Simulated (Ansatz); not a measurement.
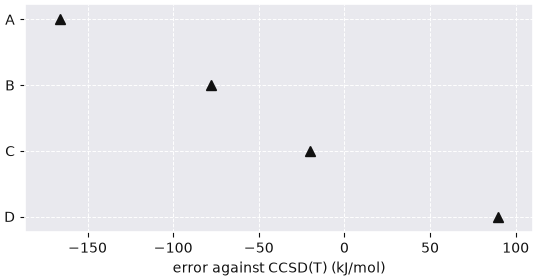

Error in the electronic atomisation energy (method less reference, so positive means overbinding) of C₂H₇AlO₂, SMILES C[CH2][Al]([OH])[OH], singlet: functionals in def2-TZVPP against frozen-core CCSD(T) at the limit (MP2 extrapolated from triple and quadruple zeta, plus CCSD(T) less MP2 in a smaller set), which gives 4671.7 kJ/mol, at a PBE0-D4/def2-TZVP geometry (a minimum by its frequencies), no zero-point or spin-orbit term, the Ansatz code. The reference leaves out core correlation, a term that grows with the number of heavy atoms. Limit means the basis limit.

Question: The letters stand for BHLYP-D4, MP2 limit, revPBE-D4 and ωB97X-V. Which is which?

Answer: A: BHLYP-D4 (−166.1 kJ/mol); B: revPBE-D4 (−77.8 kJ/mol); C: ωB97X-V (−19.9 kJ/mol); D: MP2 limit (89.6 kJ/mol).

Caveats, for all or some of the runs: one conformer of a flexible molecule.
